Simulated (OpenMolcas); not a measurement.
# Predicting a hybrid from its neighbours: RbLi

RbLi has 2 atoms, charge 0, and is taken as a singlet. SMILES: `[Li][Rb]`. Geometry: relaxed at PBE0-D4/def2-TZVP.

The HOMO–LUMO gap y, in eV, basis def2-TZVPP with a core potential; a is the functional's share of exact exchange. Programs: OpenMolcas 26.06.

| functional | program | a | y (eV) |
| --- | --- | --- | --- |
| TPSS | OpenMolcas | 0 | 1.18 |
| PBE | OpenMolcas | 0 | 1.08 |
| B3LYP | OpenMolcas | 0.2 | ? |
| PBE0 | OpenMolcas | 0.25 | 1.93 |
| BHLYP | OpenMolcas | 0.5 | 2.66 |

**Question.** Fit y = c + s·a to the known rows and predict B3LYP.

**Answer.** 
1. Means of the 4 rows: a = 0.1875, y = 1.712.
2. Σ(Δa)² = 0.17188, Σ(Δa·Δy) = 0.52813, so the slope is 0.52813/0.17188 = 3.0727.
3. Intercept: 1.712 − (3.0727) × 0.1875 = 1.136. The largest residual of the fit is 0.056.
4. B3LYP: 1.136 + (3.0727) × 0.2 = 1.75 eV.

The run gave 1.69 eV, so the prediction is off by +0.06 eV, about the scatter of the fit. Exact exchange lowers occupied levels and raises empty ones. The rows mix families of semi-local functionals, which the line can't see.

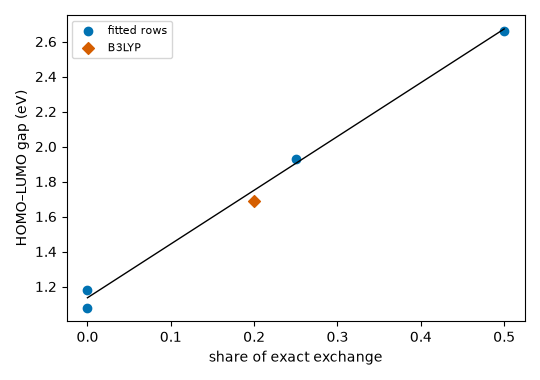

The fitted line, with the withheld row.
